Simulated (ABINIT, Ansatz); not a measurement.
# A GW chain in ABINIT: Ba2MgH6 (P-3m1)

How does a plane-wave GW calculation on Ba2MgH6 (P-3m1) run from the first input to the gap?

Program: ABINIT 10.8.3. Level of theory: LDA and many-body steps on it, plane waves. Results are calculated unless marked as measured.

**1. Starting point**

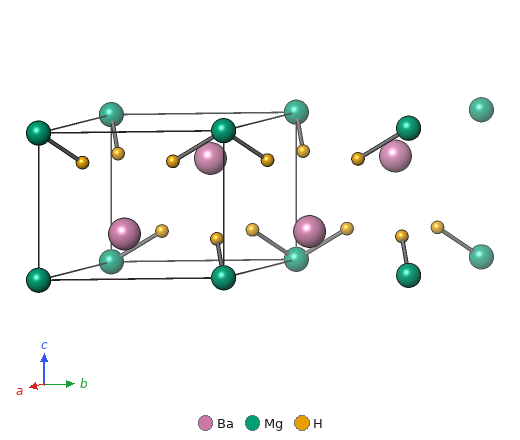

Start, viewed slightly off an axis; barium pink, magnesium teal, hydrogen orange. 1×2×1 cells are drawn. Bonds to atoms that aren't drawn are left out. Some periodic images of atoms are drawn too.

The cell and positions are those that the Materials Project relaxed with its own functionals (PBE, PBE+U or r2SCAN), kept fixed. Spin-orbit coupling is left out unless a step names it.

**2. Ground state**

This step: ABINIT 10.8.3; DFT, LDA, plane waves, norm-conserving pseudopotentials.

The ground-state density comes first.

Input file run.abi:

```
acell 3*1.0 Angstrom
rprim 
  5.717818886904 0.000000000024 0.000000000000
  -2.858909443473 4.951776410285 0.000000000000
  0.000000000000 0.000000000000 4.538310090000
ntypat 3
znucl 56 12 1
natom 9
typat 1 1 2 3 3 3 3 3 3
xred 
  0.666666666667 0.333333333333 0.267038260000
  0.333333333333 0.666666666667 0.732961740000
  0.000000000000 0.000000000000 0.000000000000
  0.829634400000 0.659268800000 0.775326710000
  0.829634400000 0.170365600000 0.775326710000
  0.340731200000 0.170365600000 0.775326710000
  0.170365600000 0.340731200000 0.224673290000
  0.170365600000 0.829634400000 0.224673290000
  0.659268800000 0.829634400000 0.224673290000
pp_dirpath "pseudos"
pseudos "Ba.upf, Mg.upf, H.upf"
ecut 38
ngkpt 3 3 4
nshiftk 1
shiftk 0 0 0
kptopt 1
chksymbreak 0
nband 26
occopt 1
tolvrs 1e-10
nstep 60
prtwf 0
optforces 0
optstress 0
indata_prefix "in"
outdata_prefix "out"
tmpdata_prefix "tmp"
```

Launch:

```
OMP_NUM_THREADS=1 mpirun -n 4 abinit run.abi > log
```

Numbers of over 12 decimals in the logs are rounded to 6 here.

The log of the run:

```text
.Version 10.8.3 of ABINIT. v10.8.2 released Aug 2026.

 Symmetries : space group P-3 m 1 (#164); Bravais hP (primitive hexag.)
================================================================================
 Values of the parameters that define the memory need of the present run
     intxc =       0    ionmov =       0      iscf =       7    lmnmax =       6
     lnmax =       6     mgfft =      60  mpssoang =       3    mqgrid =    3001
     natom =       9  nloc_mem =       1    nspden =       1   nspinor =       1
    nsppol =       1      nsym =      12    n1xccc =    2501    ntypat =       3
    occopt =       1   xclevel =       1
-    mband =          26        mffmem =           1         mkmem =           3
       mpw =        9726          nfft =      172800          nkpt =          10
================================================================================
  Rough estimation (10% accuracy) of disk space for files :
================================================================================

--------------------------------------------------------------------------------
------------- Echo of variables that govern the present computation ------------
--------------------------------------------------------------------------------
 -outvars: echo values of preprocessed input variables --------
            acell      1.8897261259E+00  1.8897261259E+00  1.8897261259E+00 Bohr

      chksymbreak           0
             ecut      3.80000000E+01 Hartree
-          fftalg         312

              ixc       -1012
              kpt      0.00000000E+00  0.00000000E+00  0.00000000E+00
                       3.33333333E-01  0.00000000E+00  0.00000000E+00
                       3.33333333E-01  3.33333333E-01  0.00000000E+00
                       0.00000000E+00  0.00000000E+00  2.50000000E-01
                       3.33333333E-01  0.00000000E+00  2.50000000E-01
                      -3.33333333E-01  0.00000000E+00  2.50000000E-01
                       3.33333333E-01  3.33333333E-01  2.50000000E-01
                       0.00000000E+00  0.00000000E+00  5.00000000E-01
                       3.33333333E-01  0.00000000E+00  5.00000000E-01
                       3.33333333E-01  3.33333333E-01  5.00000000E-01
         kptrlatt        3    0    0      0    3    0      0    0    4
          kptrlen      3.24153352E+01
P           mkmem           3
            natom           9
            nband          26
            ngfft          60      60      48
             nkpt          10
            nstep          60
             nsym          12
           ntypat           3
              occ      2.000000  2.000000  2.000000  2.000000  2.000000  2.000000
                       2.000000  2.000000  2.000000  2.000000  2.000000  2.000000
                       2.000000  2.000000  2.000000  2.000000  2.000000  2.000000
                       0.000000  0.000000  0.000000  0.000000  0.000000  0.000000
                       0.000000  0.000000
        optforces           0
        optstress           0
            prtwf           0
            rprim      5.7178188869E+00  2.4000000000E-11  0.0000000000E+00
                      -2.8589094435E+00  4.9517764103E+00  0.0000000000E+00
[...]
spgroup         164

           tolvrs      1.00000000E-10

             xred      6.6666666667E-01  3.3333333333E-01  2.6703826000E-01
[...]
znucl       56.00000   12.00000    1.00000

================================================================================

 chkinp: Checking input parameters for consistency.

================================================================================
== DATASET  1 ==================================================================
-   mpi_nproc: 4, omp_nthreads: 1 (-1 if OMP is not activated)

--- !DatasetInfo
iteration_state: {dtset: 1, }
dimensions: {natom: 9, nkpt: 10, mband: 26, nsppol: 1, nspinor: 1, nspden: 1, mpw: 9726, }
cutoff_energies: {ecut:  38.0, pawecutdg:  -1.0, }
electrons: {nelect:   3.60000000E+01, charge:   0.00000000E+00, occopt:   1.00000000E+00, tsmear:   1.00000000E-02, }

 Real(R)+Recip(G) space primitive vectors, cartesian coordinates (Bohr,Bohr^-1):
 R(1)= 10.8051117  0.0000000  0.0000000  G(1)=  0.0925488  0.0534331  0.0000000
 R(2)= -5.4025559  9.3575013  0.0000000  G(2)=  0.0000000  0.1068661  0.0000000
 R(3)=  0.0000000  0.0000000  8.5761631  G(3)=  0.0000000  0.0000000  0.1166023
 Unit cell volume ucvol=  8.6712596E+02 bohr^3
 Angles (23,13,12)=  9.00000000E+01  9.00000000E+01  1.20000000E+02 degrees

 getcut: wavevector=  0.0000  0.0000  0.0000  ngfft=  60  60  48
         ecut(hartree)=     38.000   => boxcut(ratio)=   2.00108

--- Pseudopotential description ------------------------------------------------
- Ba Generated using ONCVPSP code by D. R. Hamann
- 56.00000  10.00000  180309                  znucl, zion, pspdat
12 -1012 2 -1 1912                            pspcod,pspxc,lmax,lloc,mmax
     nproj     2     2     2
  pspatm : epsatm=   25.95172157
         --- l  ekb(1:nproj) -->
[...]
pspatm: atomic psp has been read  and splines computed

- Mg Generated using ONCVPSP code by D. R. Hamann
- 12.00000  10.00000  180309                  znucl, zion, pspdat
12 -1012 1 -1 1510                            pspcod,pspxc,lmax,lloc,mmax
     nproj     2     2     0
  pspatm : epsatm=    9.23542517
         --- l  ekb(1:nproj) -->
[...]
pspatm: atomic psp has been read  and splines computed

- H Generated using ONCVPSP code by D. R. Hamann
-  1.00000   1.00000  180309                  znucl, zion, pspdat
12 -1012 1 -1 1180                            pspcod,pspxc,lmax,lloc,mmax
     nproj     2     1     0
  pspatm : epsatm=    0.35439867
         --- l  ekb(1:nproj) -->
[...]
1   -0.275071
 pspatm: atomic psp has been read  and splines computed

   2.27754937E+03                                ecore*ucvol(ha*bohr**3)
--------------------------------------------------------------------------------

_setup2: Arith. and geom. avg. npw (full set) are    9696.639    9696.628

================================================================================

--- !BeginCycle
iteration_state: {dtset: 1, }
solver: {iscf: 7, nstep: 60, nline: 4, wfoptalg: 0, }
tolerances: {tolvrs: 1.00E-10, }

     iter   Etot(hartree)      deltaE(h)  residm     vres2
 ETOT  1  -119.13991660007    -1.191E+02 7.442E-02 2.787E+02
 ETOT  2  -119.22635828183    -8.644E-02 1.504E-03 4.532E+00
 ETOT  3  -119.22697620929    -6.179E-04 1.388E-03 3.259E-01
 ETOT  4  -119.22700018894    -2.398E-05 9.662E-04 6.869E-03
 ETOT  5  -119.22700081158    -6.226E-07 1.051E-03 4.027E-04
 ETOT  6  -119.22700085951    -4.794E-08 2.850E-04 1.879E-05
 ETOT  7  -119.22700086189    -2.371E-09 1.826E-04 6.882E-07
 ETOT  8  -119.22700086193    -4.711E-11 3.776E-05 4.016E-08
 ETOT  9  -119.22700086194    -3.709E-12 2.248E-05 7.776E-10
 ETOT 10  -119.22700086194    -4.960E-12 1.102E-05 1.939E-11

 At SCF step   10       vres2   =  1.94E-11 < tolvrs=  1.00E-10 =>converged.

--- !ResultsGS
iteration_state: {dtset: 1, }
comment   : Summary of ground state results
lattice_vectors:
- [ 10.8051117,   0.0000000,   0.0000000, ]
- [ -5.4025559,   9.3575013,   0.0000000, ]
- [  0.0000000,   0.0000000,   8.5761631, ]
lattice_lengths: [  10.80511,   10.80511,    8.57616, ]
lattice_angles: [ 90.000,  90.000, 120.000, ] # degrees, (23, 13, 12)
lattice_volume:   8.6712596E+02
convergence: {deltae: -4.960E-12, res2:  1.939E-11, residm:  1.102E-05, diffor:  0.000E+00, }
etotal    :  -1.19227001E+02
entropy   :   0.00000000E+00
fermie    :   1.21605651E-01
cartesian_stress_tensor: null
pressure_GPa: null
xred      :
- [  6.6667E-01,   3.3333E-01,   2.6704E-01, Ba]
- [  3.3333E-01,   6.6667E-01,   7.3296E-01, Ba]
- [  0.0000E+00,   0.0000E+00,   0.0000E+00, Mg]
- [  8.2963E-01,   6.5927E-01,   7.7533E-01,  H]
- [  8.2963E-01,   1.7037E-01,   7.7533E-01,  H]
- [  3.4073E-01,   1.7037E-01,   7.7533E-01,  H]
- [  1.7037E-01,   3.4073E-01,   2.2467E-01,  H]
- [  1.7037E-01,   8.2963E-01,   2.2467E-01,  H]
- [  6.5927E-01,   8.2963E-01,   2.2467E-01,  H]
cartesian_forces: null
force_length_stats: {min: null, max: null, mean: null, }

 Integrated electronic density in atomic spheres:
 ------------------------------------------------
 Atom  Sphere_radius  Integrated_density
[...]
================================================================================

 ----iterations are completed or convergence reached----

 Mean square residual over all n,k,spin=   76.860E-09; max=  11.017E-06
 reduced coordinates (array xred) for    9 atoms
[...]
0.829634400000      0.170365600000      0.775326710000
       0.340731200000      0.170365600000      0.775326710000
       0.170365600000      0.340731200000      0.224673290000
       0.170365600000      0.829634400000      0.224673290000
       0.659268800000      0.829634400000      0.224673290000
 rms dE/dt=  0.0000E+00; max dE/dt=  0.0000E+00; dE/dt below (all hartree)
    1       0.000000000000      0.000000000000      0.000000000000
    2       0.000000000000      0.000000000000      0.000000000000
    3       0.000000000000      0.000000000000      0.000000000000
    4       0.000000000000      0.000000000000      0.000000000000
    5       0.000000000000      0.000000000000      0.000000000000
    6       0.000000000000      0.000000000000      0.000000000000
    7       0.000000000000      0.000000000000      0.000000000000
    8       0.000000000000      0.000000000000      0.000000000000
    9       0.000000000000      0.000000000000      0.000000000000

 cartesian coordinates (angstrom) at end:
    1      2.858909     1.650592     1.211902
[...]
5      4.256639     0.843612     3.518673
    6      1.461179     0.843612     3.518673
    7     -7.16e-12     1.687225     1.019637
    8     -1.397730     4.108164     1.019637
    9      1.397730     4.108164     1.019637
 length scales=  1.889726125908  1.889726125908  1.889726125908 bohr
              =  1.000000000000  1.000000000000  1.000000000000 angstroms
 prteigrs : about to open file out_EIG
 Fermi (or HOMO) energy (hartree) =   0.12161   Average Vxc (hartree)=  -0.34315
 Eigenvalues (hartree) for nkpt=  10  k points:
 kpt#   1, nband= 26, wtk=  0.02778, kpt=  0.0000  0.0000  0.0000 (reduced coord)
  -2.57086   -1.37447   -1.37400   -1.37400   -0.85645   -0.85032   -0.32036   -0.32036
  -0.31260   -0.30146   -0.30146   -0.29498   -0.06810    0.03576    0.04185    0.04185
   0.11714    0.11714    0.21742    0.25905    0.25905    0.31719    0.31863    0.31863
   0.32584    0.34241
 prteigrs : prtvol=0 or 1, do not print more k-points.

--- !EnergyTerms
iteration_state     : {dtset: 1, }
comment             : Components of total free energy in Hartree
kinetic             :  5.00239969175924E+01
hartree             :  3.10033297772840E+01
xc                  : -2.30747655826934E+01
Ewald energy        : -7.10808593876943E+01
psp_core            :  2.62654962055242E+00
local_psp           : -9.70106977371407E+01
non_local_psp       : -1.17145544698413E+01
total_energy        : -1.19227000861941E+02
total_energy_eV     : -3.24433197140418E+03
band_energy         : -1.99424052672263E+01

== END DATASET(S) ==============================================================
================================================================================

 -outvars: echo values of variables after computation  --------
           etotal     -1.1922700086E+02
            nband          26
             nkpt          10
          spgroup         164
 [... the other variables as echoed above ...]

 Calculation completed.
```

It took 24 s on 4 MPI ranks of Arm Neoverse V2, shared host; peak memory 0.43 GiB; 95 s of CPU time.

This step gave:

```
total energy               : -3244.3320 eV
gap                        : 2.607 eV
k of the valence top       : 0.3333, 0, 0
k of the conduction bottom : 0, 0, 0
least direct gap           : 2.729 eV
```

The gap is indirect, with the least direct gap 0.12 eV higher.

[end of part 1 of 3]

[Paths, hosts, dates, memory and timing lines, banners, echoed tables and standing remarks are left out of the program output.]

[Logs are printed without paths, hosts, clocks, repeated set-up lines and the standing remarks that a program may print on its own settings, such as how far it seeks lower states.]

[Runs of the session that timed out or met a known fault of the program may be left out.]

[Hosts, paths, dates, database ids (printed as entryN), source tags and the programs' standing remarks are cut or masked in the printed files.]

[G0W0 gaps are taken among the corrected bands and points alone; a level outside them can change the order at an edge.]

[Where Ansatz stands beside ABINIT at settings called matched, ABINIT's density can come from a denser mesh and the files from another edition; pairs whose starting gaps differed by over 0.03 eV were left out, so agreement reads better than it is.]
